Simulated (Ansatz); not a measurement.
# AlH5O (Al(H2O)H3) at 6 levels

Wanted: a comparison of 6 runs (HF/STO-3G, CAM-B3LYP/STO-3G, r2SCAN0/STO-3G, revPBE/STO-3G, MP2/STO-3G, CCSDTQ/STO-3G) of AlH5O (Al(H2O)H3). 

Program for the calculation: Ansatz 0.2.0.

53 further runs of the same task are left out: 1 that didn't finish, 52 set aside as unsound or not needed.

**1. Starting point**

The species is AlH5O (7 atoms), meant as a singlet with charge 0. As SMILES, `[H][Al]([H])([H])<-[OH2]`. The H5–Al1 distance was set to 2.359 Å, away from the relaxed value. At this shape a bond of the SMILES string is far longer than usual.

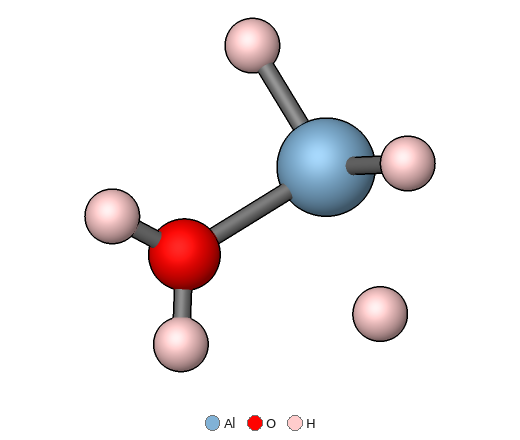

Viewed from a chosen angle; aluminium light blue, oxygen red, hydrogen pink.

**2. The energy at HF/STO-3G (run 1)**

Input file run.yaml:

```yaml
crystal:
  periodic: [false, false, false]
  atoms:
    - {symbol: Al, position_ang: [-0.746331, -0.074910, -0.827806]}
    - {symbol: O, position_ang: [-0.809441, 0.026510, 1.059254]}
    - {symbol: H, position_ang: [-1.519201, -0.331070, 1.606024]}
    - {symbol: H, position_ang: [-0.196541, 0.556580, 1.581484]}
    - {symbol: H, position_ang: [1.607200, -0.040110, -0.978390]}
    - {symbol: H, position_ang: [-1.520241, 1.234180, -1.219336]}
    - {symbol: H, position_ang: [-1.522451, -1.440780, -0.920066]}
basis:
  gaussian:
    orbitals: STO-3G
hamiltonian:
  xc: hf
accuracy: high
```

The run is started by

```bash
$ ansatz run run.yaml --threads 1 --pin off --max-ram 2610MiB --events-out events.jsonl --progress --plain --runs-dir runs
```

Log:

```text
Warning: RAYON_NUM_THREADS=1 ignored (pool sized by the plan → 1); use --threads N
Functional definition: HF
  name "HF"
  exchange = exact_x
  correlation = 0
336 factors; integrals over basis functions are off by at most 1.1e-8 eV
mean field evaluation 1: about -8585.6868 eV, gradient 1.7e1 eV
mean field evaluation 2: about -8585.7179 eV, gradient 1.7e1 eV
mean field evaluation 4: about -8587.5477 eV, gradient 1.1e0 eV
mean field evaluation 8: about -8587.5503 eV, gradient 1.1e-4 eV
mean field -8587.55034616 eV, -315.5866543707 hartree, gradient 2.1e-8 eV, S^2 0.000000; 0 other end points of the search recorded, 0 dependent functions left out
reference -8587.55034616 eV, -315.5866543707 hartree; 13, 13 occupied and 6, 6 virtual orbitals, 336 factors
Total energy: -8587.55034616 eV, -315.5866543707 hartree
```

It took 0.08 s on 1 thread of Arm Neoverse V2, shared host.

**3. The energy at CAM-B3LYP/STO-3G (run 2)**

Input file molecule.yaml:

```yaml
crystal:
  periodic: [false, false, false]
  atoms:
    - {symbol: Al, position_ang: [-0.746331, -0.074910, -0.827806]}
    - {symbol: O, position_ang: [-0.809441, 0.026510, 1.059254]}
    - {symbol: H, position_ang: [-1.519201, -0.331070, 1.606024]}
    - {symbol: H, position_ang: [-0.196541, 0.556580, 1.581484]}
    - {symbol: H, position_ang: [1.607200, -0.040110, -0.978390]}
    - {symbol: H, position_ang: [-1.520241, 1.234180, -1.219336]}
    - {symbol: H, position_ang: [-1.522451, -1.440780, -0.920066]}
basis:
  gaussian: {orbitals: STO-3G}
hamiltonian: {xc: {name: CAM-B3LYP}}
accuracy: high
```

The run is started by

```bash
$ ansatz run molecule.yaml --threads 1 --pin off --max-ram 2610MiB --events-out events.jsonl --progress --plain --runs-dir runs
```

Log:

```text
Warning: RAYON_NUM_THREADS=1 ignored (pool sized by the plan → 1); use --threads N
Functional definition: CAM-B3LYP
  name "CAM-B3LYP"
  parameter alpha = 0.19
  parameter beta = 0.46
  parameter omega = 0.33/bohr
  parameter ac = 0.81
  exchange = (1 - alpha - beta)*b88_x + beta*b88_x_sr(omega) + alpha*exact_x + beta*exact_x_lr(omega)
  correlation = (1 - ac)*vwn5_c + ac*lyp_c
336 factors; integrals over basis functions are off by at most 1.1e-8 eV
165 factors; integrals over basis functions are off by at most 1.0e-9 eV
mean field evaluation 1: about -8608.8290 eV, gradient 2.1e1 eV
mean field evaluation 2: about -8609.4388 eV, gradient 1.9e1 eV
mean field evaluation 4: about -8611.4092 eV, gradient 4.9e-1 eV
mean field evaluation 8: about -8611.3543 eV, gradient 1.7e-3 eV
mean field evaluation 16: about -8611.3543 eV, gradient 2.2e-8 eV
mean field -8611.35425777 eV, -316.4614319874 hartree, gradient 2.1e-8 eV, S^2 0.000000; 0 other end points of the search recorded, 0 dependent functions left out
reference -8611.35427298 eV, -316.4614325463 hartree; 13, 13 occupied and 6, 6 virtual orbitals, 336 factors
Total energy: -8611.35427298 eV, -316.4614325463 hartree
```

It took 1.2 s on 1 thread of Arm Neoverse V2, shared host; peak memory 0.1 GiB.

Runs 3 to 4 aren't shown in full; the table further down has their settings and results.

**4. A single-point energy at MP2/STO-3G (run 5)**

run.yaml: that of step 2 with these lines changed.

```diff
@@ -1 +1,4 @@
+basis:
+  gaussian:
+    orbitals: STO-3G
 crystal:
@@ -10,7 +13,5 @@
     - {symbol: H, position_ang: [-1.522451, -1.440780, -0.920066]}
-basis:
-  gaussian:
-    orbitals: STO-3G
-hamiltonian:
-  xc: hf
+correlation:
+  method: mp2
+  frozen_orbitals: {Al: 5, H: 0, O: 1}
 accuracy: high
```

The run is started by

```bash
$ ansatz run run.yaml --threads 1 --pin off --max-ram 2610MiB --events-out events.jsonl --progress --plain --runs-dir runs
```

Log:

```text
Warning: RAYON_NUM_THREADS=1 ignored (pool sized by the plan → 1); use --threads N
[... 4 set-up lines as earlier in the session ...]
336 factors; integrals over basis functions are off by at most 1.1e-8 eV
mean field evaluation 1: about -8585.6868 eV, gradient 1.7e1 eV
mean field evaluation 2: about -8585.7179 eV, gradient 1.7e1 eV
mean field evaluation 4: about -8587.5477 eV, gradient 1.1e0 eV
mean field evaluation 8: about -8587.5503 eV, gradient 1.1e-4 eV
mean field -8587.55034616 eV, -315.5866543707 hartree, gradient 2.1e-8 eV, S^2 0.000000; 0 other end points of the search recorded, 0 dependent functions left out; unrestricted orbitals would lower it
mean field evaluation 16: about -8587.7912 eV, gradient 2.9e-1 eV
6 core orbitals not correlated: weight in the atoms' cores, before any rotation towards them, 1.000 or more for the frozen orbitals, at most 0.000 for the correlated occupied ones
reference -8587.55034616 eV, -315.5866543707 hartree; 7, 7 occupied and 6, 6 virtual orbitals, 336 factors
second order -2.48815895 eV of doubles, -0.00000000 eV of singles
Total energy: -8590.03850511 eV, -315.6780925257 hartree
```

Run time: 0.1 s. Hardware: 1 thread of Arm Neoverse V2, shared host.

**5. The energy at CCSDTQ/STO-3G (run 6)**

molecule.yaml: that of step 3 with these lines changed.

```diff
@@ -12,3 +12,4 @@
   gaussian: {orbitals: STO-3G}
-hamiltonian: {xc: {name: CAM-B3LYP}}
+correlation: {method: ccsdtq, frozen_orbitals: {Al: 5, H: 0, O: 1}}
 accuracy: high
+scf: {omitted_lower_state_checks: [cluster_reference, increment]}
```

The run is started by

```bash
$ ansatz run molecule.yaml --threads 1 --pin off --max-ram 2610MiB --events-out events.jsonl --progress --plain --runs-dir runs
```

Log:

```text
Warning: RAYON_NUM_THREADS=1 ignored (pool sized by the plan → 1); use --threads N
[... 11 lines left out ...]
6 core orbitals not correlated: weight in the atoms' cores, before any rotation towards them, 1.000 or more for the frozen orbitals, at most 0.000 for the correlated occupied ones
[... 25 lines left out ...]
Total energy: -8591.19904730 eV, -315.7207416643 hartree
Checks for a lower state left out: cluster_reference, increment
```

Wall time 3.9 s (1 thread of Arm Neoverse V2, shared host); peak memory 0.11 GiB.

**6. The series**

```
run             level  frozen core orbitals  energy (Eh)  wall time
  1         HF/STO-3G                     –  -315.586654     0.08 s
  2  CAM-B3LYP/STO-3G                     –  -316.461433      1.2 s
  3    r2SCAN0/STO-3G                     –  -316.457141      2.5 s
  4     revPBE/STO-3G                     –  -316.453579      1.1 s
  5        MP2/STO-3G                     6  -315.678093      0.1 s
  6     CCSDTQ/STO-3G                     6  -315.720742      3.9 s
```

**7. Outcome**

| quantity | value |
| --- | --- |
| run 6: total energy | -315.72074 Eh |
| run 6: correlation energy (6 core orbitals frozen) | -134.1 mEh |
| run 6: T1 diagnostic | 0.022 |

Below the HF energy at the same shape and in the same basis (STO-3G): MP2 -91.4 mEh; CCSDTQ -134.1 mEh. Totals of different functionals can't be ranked against each other. In runs 5, 6 the log says that unrestricted orbitals would lower the reference, so the values rest on an unstable closed-shell determinant (other closed-shell runs at this shape may share the fault). In runs 1, 2, 3, 4, 5, 6 the basis is minimal, so the values are rough. All runs together took 8.8 s, the longest 3.9 s.
